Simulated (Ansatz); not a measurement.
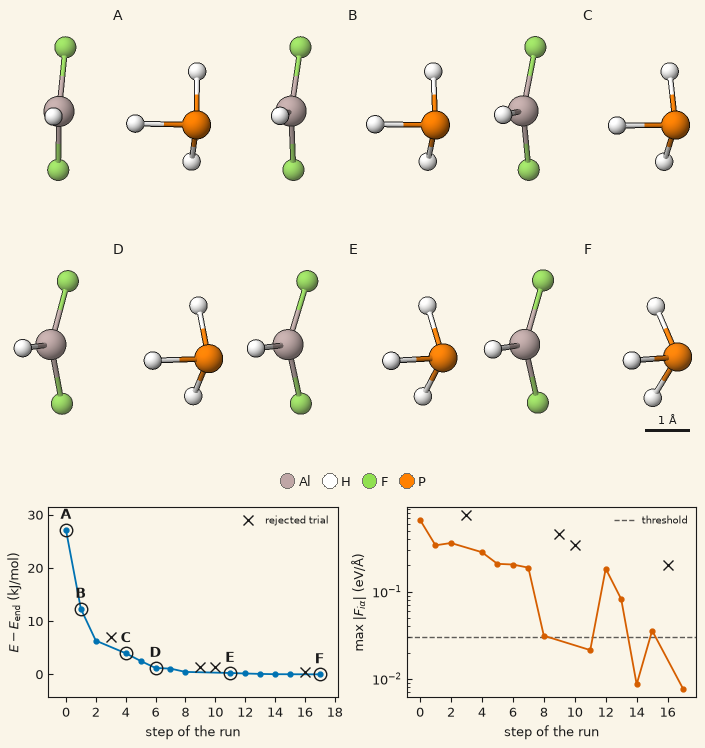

Frames of a relaxation of AlPH4F2, marked on the history of the run. A ball-and-stick model, seen at a tilt.

The run prepares an end point of a later path (reaction) calculation, from a guessed geometry.

These are results of Ansatz, RHF/def2-SVP, not measurements.

Input file:
```yaml
crystal:
  periodic: [false, false, false]
  atoms:
    - { symbol: Al, position_ang: [0.011834, 0.203541, 0.00017] }
    - { symbol: H, position_ang: [-0.071426, 0.246466, 1.551107] }
    - { symbol: F, position_ang: [1.452299, 0.292943, -0.786405] }
    - { symbol: F, position_ang: [-1.340763, 0.074687, -0.924924] }
    - { symbol: P, position_ang: [0.18583, -2.997412, 1.358552] }
    - { symbol: H, position_ang: [-0.691791, -2.956503, 0.249358] }
    - { symbol: H, position_ang: [1.368516, -2.813844, 0.60601] }
    - { symbol: H, position_ang: [0.033201, -1.627778, 1.702132] }
basis:
  gaussian: { orbitals: def2-SVP }
hamiltonian:
  xc: hf
relax:
  f_tol: 0.03
  max_steps: 50
```

Launched with:
```bash
ansatz run input.yaml --threads 1 --pin off --max-ram 2048MiB --backend cpu --events-out ev --progress --plain --runs-dir out
```

Describe the path.

The largest move after the best rigid fit is that of H8, 0.76 Å. Largest moves by element: H 0.76 Å, P 0.33 Å, F 0.22 Å, Al 0.10 Å. Among the contacts that change: Al1–P5 3.482 → 3.727 Å, P5–H8 1.420 → 1.415 Å. The energy falls by 27.2 kJ/mol in 13 accepted moves (17 points after the start). Largest force component: 0.67 eV/Å at the start, 0.0077 eV/Å at the end. The line search rejected the trial steps at points 3, 9, 10, 16 of the run. The forces were under the threshold at step 11, but the run went on from there. From step 0 to 1: H2 moves most (0.19 Å), energy −14.9 kJ/mol. From step 1 to 4: H2 moves most (0.28 Å), energy −8.35 kJ/mol. From step 4 to 6: H2 moves most (0.25 Å), energy −2.77 kJ/mol. From step 6 to 11: H7 moves most (0.15 Å), energy −0.94 kJ/mol. From step 11 to 17: H8 moves most (0.17 Å), energy −0.26 kJ/mol.

Limits of the set-up: Hartree-Fock leaves out electron correlation.
